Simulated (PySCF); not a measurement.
KP (triplet)

| atom | x (Å) | y (Å) | z (Å) |
| --- | --- | --- | --- |
| K | 0.0000 | 0.0000 | -1.3450 |
| P | 0.0000 | 0.0000 | 1.6920 |

Level of theory: PBE0/aug-pcseg-1, non-relativistic, at a bond length of 3.037 Å in PySCF.

> What can the converged electron density, electron localisation function and spin density tell about the bonding?

K–P (3.04 Å): ρ at the midpoint is about 0.17 e/Å³; the ELF peaks at about 0.95 in the valence shell of P, 1.1 Å from its nucleus, and is about 0.35 at the midpoint.
The unpaired spin (2 electrons) lies mostly on P2 (about 1.9) and K1 (about 0.1), in electrons by Hirshfeld's partition.

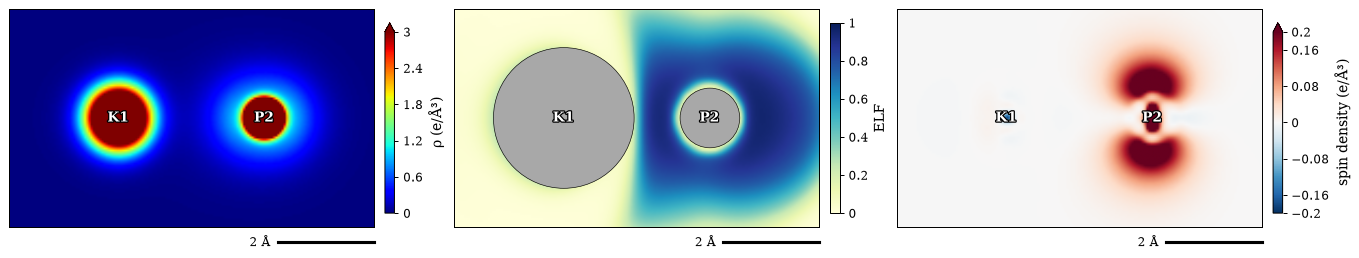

Computed electron density, electron localisation function and spin density on a plane that holds the molecular axis, in this order. Grey discs cover the atomic cores in the ELF map. 
